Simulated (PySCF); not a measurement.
C3H11NOSi2

```xyz
18

C    -0.5637   -1.8578   -0.0661
C    -1.0500   -0.6250   -0.0850
C    -2.5121   -0.3721   -0.3030
Si    0.0398    0.8875    0.2013
N    -0.2446    1.9889   -1.0949
O     1.6178    0.5169    0.1556
Si    2.9577   -0.1985   -0.3905
H     0.4860   -2.0445    0.0900
H    -1.1863   -2.7299   -0.2086
H    -2.6586    0.1766   -1.2325
H    -2.9127    0.2369    0.5063
H    -3.0747   -1.3023   -0.3571
H    -0.1185    1.4195    1.5620
H     0.4103    2.7433   -1.2269
H    -1.1822    2.3140   -1.2614
H     2.6719   -0.9541   -1.6096
H     3.9065    0.8847   -0.6467
H     3.4045   -1.0778    0.6905
```

Geometry: GFN2-xTB.

The calculation used PySCF 2.14.0, PBE0/pcSseg-1, SCF density, gas phase, non-relativistic.

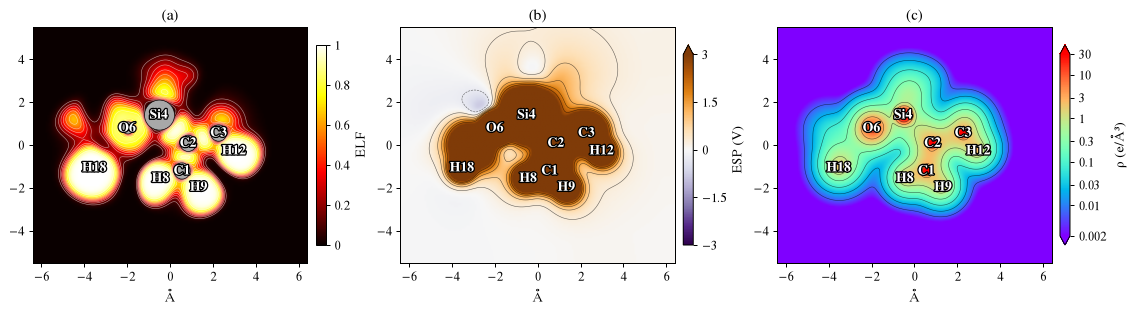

Figure 1. (a) electron localisation function; (b) electrostatic potential; (c) electron density on the plane of atoms C2, C3 and H12. Grey discs cover the atomic cores in the ELF map.

Question: What do the fields say about this system?

Answer:
- The plane passes through C, Si, O and H nuclei.
- C–C (1.33 Å): the density is about 2.3 e/Å³ at the midpoint; the ELF peaks at about 0.95 between the atoms; a short, multiple covalent bond.
- Si–O (1.62 Å): the density is about 1.1 e/Å³ at the midpoint; the ELF peaks at about 0.85 between the atoms; a short, strongly polar bond.
- C–Si (1.89 Å): the density is about 0.97 e/Å³ at the midpoint; the ELF peaks at about 1 between the atoms: a shared electron pair.
- C–C (1.50 Å): ρ is about 1.7 e/Å³ halfway; the ELF peaks at about 0.95 between the atoms, as expected for localised, covalent bonding.
- C–H (1.08 Å): the density is about 2 e/Å³ at the midpoint; the ELF climbs to about 1 towards the hydrogen, as it does in any bond to H (a covalent bond by its length).
- The ELF also peaks beside O6, away from the bonds: lone-pair regions.
- Outside the dense part of the molecule the potential is most negative (−0.8 V) near O6.

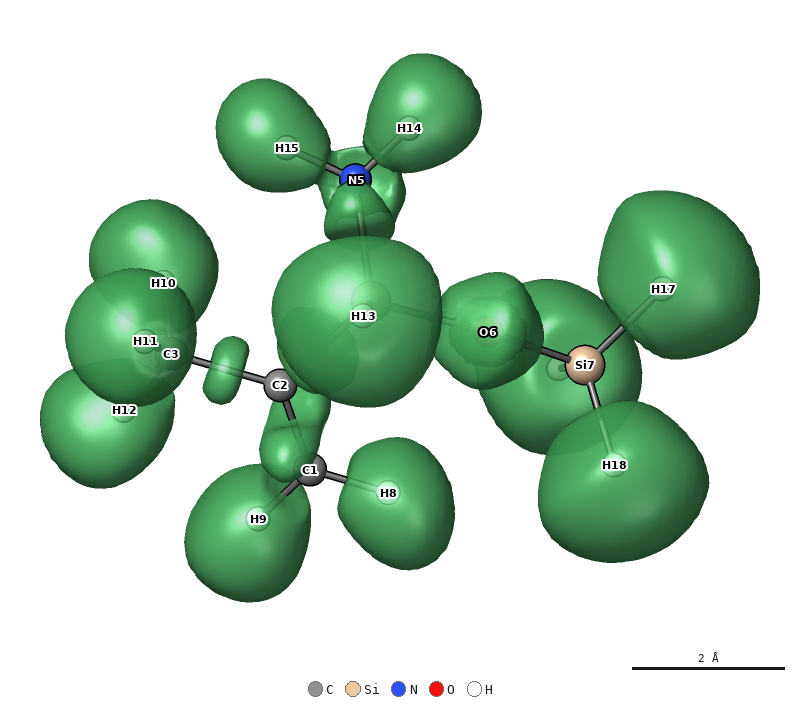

Figure 2. Isosurface of the electron localisation function at 0.8 (green), seen at a tilt. Core shells and regions of very low density are left out.

Question: Describe the localisation domains.

Answer: At this value the surface marks out two regions between bonded C–C atoms (shared pairs), one region between bonded C–Si atoms (shared pairs), nine regions around hydrogen nuclei, one region wrapped around O (its lone pairs, merged into a ring or cap) and one joined region spread over several atoms (H, N), in which their bonds and any lone pairs are merged. Profiles from the grid: Si–O (1.61 Å): the ELF peaks at about 0.85 between the atoms, as expected for a polar covalent bond.

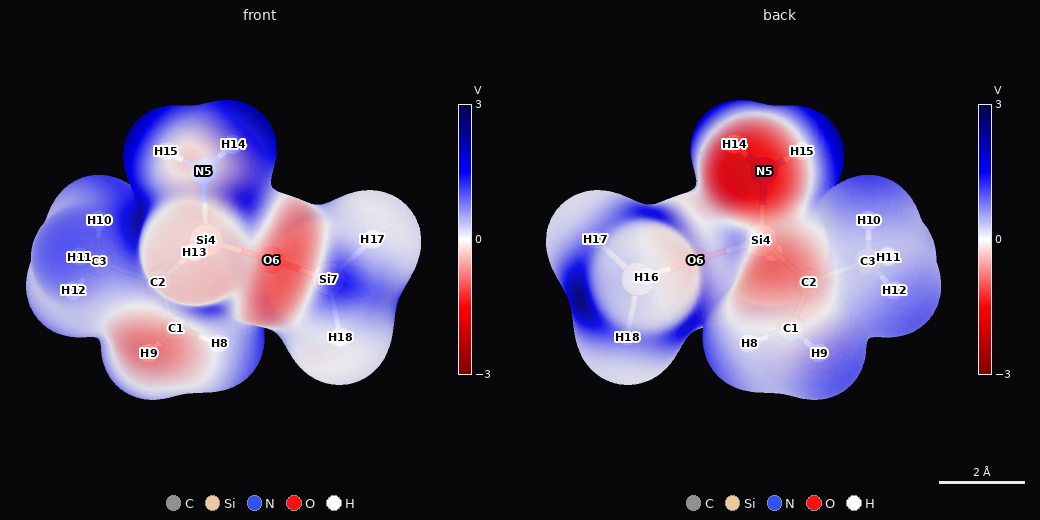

Figure 3. The electrostatic potential painted on the density surface at 0.004 e/bohr³, seen from the front and from behind; red is negative and blue positive.

Question: Which sites attract a positive test charge, and which a negative one?

Answer: A positive charge is drawn to the negative regions and a negative charge to the positive ones. The most negative region (about −1.7 V) lies over N5, the most positive (about +2.2 V) over Si4, Si7 and H15. N5 is the likeliest acceptor of a hydrogen bond.
